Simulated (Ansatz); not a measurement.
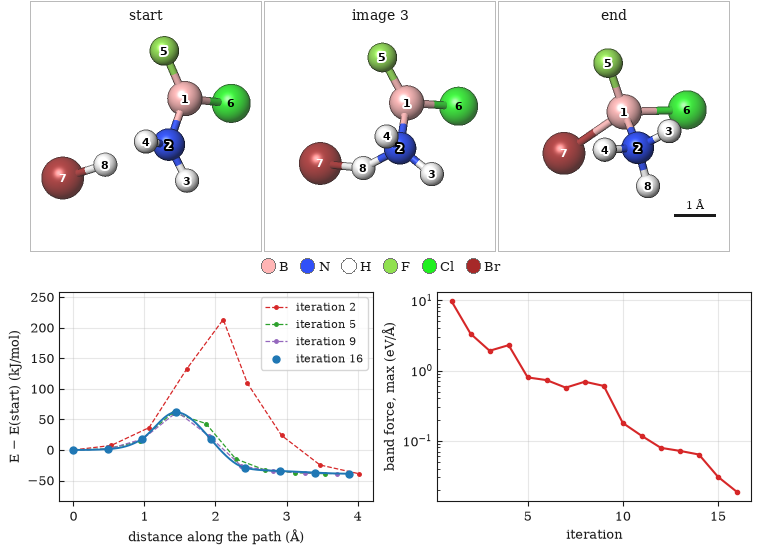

A nudged-elastic-band calculation for BNH3BrClF. Images are numbered from 0 (start) to 8 (end). The plot follows the band through its iterations. Style: ball-and-stick. Shown from a free direction.

The calculation used Ansatz 0.2.0, RKS B3LYP-D4/def2-SVP. Run with 7 movable images; climbing image; force threshold 0.03 eV/Å; iteration limit 60; starting path through a guess of the saddle point.

Question: Judge this run.

Answer: The result is final at these settings. The band converged in 16 iterations. The largest component of the band force went from 9.7 to 0.019 eV/Å. The climbing image converged on the top of the path. Its vibrational analysis gives one imaginary mode (729i cm⁻¹), as a transition state must have. The first iteration put the highest image at 373.6 kJ/mol. The highest point, image 3, lies 61.7 kJ/mol above the start and 100.6 kJ/mol above the end; the end is at −38.9 kJ/mol relative to the start.
